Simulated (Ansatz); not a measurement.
System: B$_{2}$H$_{8}$N$_{2}$ (SMILES [BH2-]1[NH2+][BH2-][NH2+]1).

Input file:

```
crystal:
  periodic: [false, false, false]
  atoms:
    - {symbol: B, position_ang: [-1.078387, -0.011244, -0.203597]}
    - {symbol: B, position_ang: [1.091102, 0.004821, 0.209812]}
    - {symbol: "N", position_ang: [-0.204175, -0.224806, 1.116482]}
    - {symbol: "N", position_ang: [0.217169, 0.211937, -1.111480]}
    - {symbol: H, position_ang: [-1.684688, -1.021069, -0.516156]}
    - {symbol: H, position_ang: [-1.763792, 0.994047, -0.136095]}
    - {symbol: H, position_ang: [-0.277450, -1.146690, 1.536940]}
    - {symbol: H, position_ang: [-0.348228, 0.467966, 1.845376]}
    - {symbol: H, position_ang: [1.689281, 1.019596, 0.521829]}
    - {symbol: H, position_ang: [1.784187, -0.995403, 0.144780]}
    - {symbol: H, position_ang: [0.291533, 1.131118, -1.537563]}
    - {symbol: H, position_ang: [0.360447, -0.485472, -1.836128]}
basis:
  gaussian: {orbitals: def2-TZVPD}
magnetization: {spin_polarized: false}
hamiltonian: {xc: pbe0}
output: {forces: true, orbitals: {seedname: orbitals}}
```

Command:

```sh
ansatz run input.yaml --threads 2 --pin off --max-ram 5220MiB --events-out events.jsonl --progress --plain --runs-dir runs
```

Geometry: PBE0-D4/def2-SVP.

Theory: isolated molecule in a Gaussian basis; Kohn-Sham density functional theory, functional PBE0 in Ansatz 0.2.0.

Question: Predict the electron density and electron localisation function between the atoms.

Answer: B–N (1.60 Å): ρ at the midpoint is about 1.3 e/Å³; the ELF peaks at about 0.95 between the atoms: a polar covalent bond.

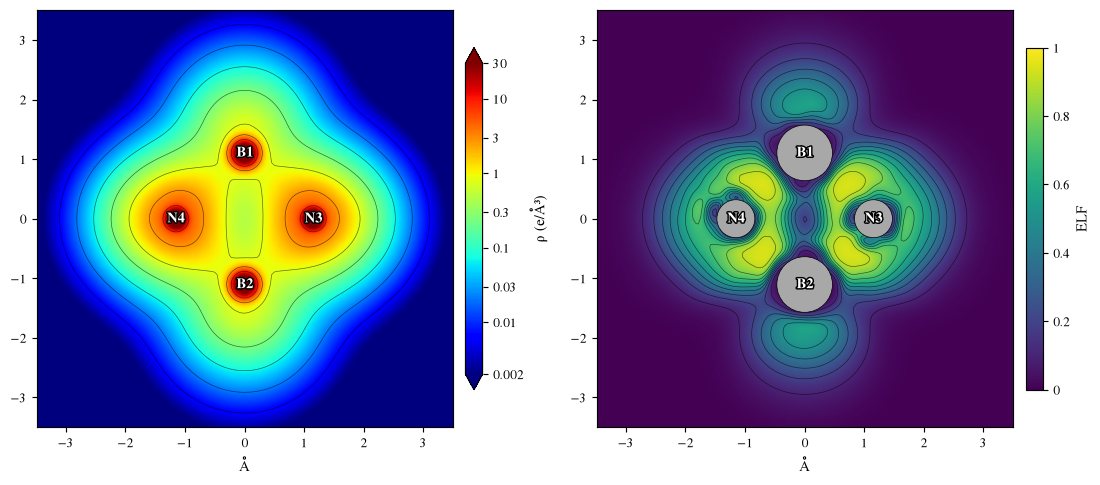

Computed electron density and electron localisation function on the plane of atoms B1, N3 and B2, in this order. Grey discs cover the atomic cores in the ELF map. 
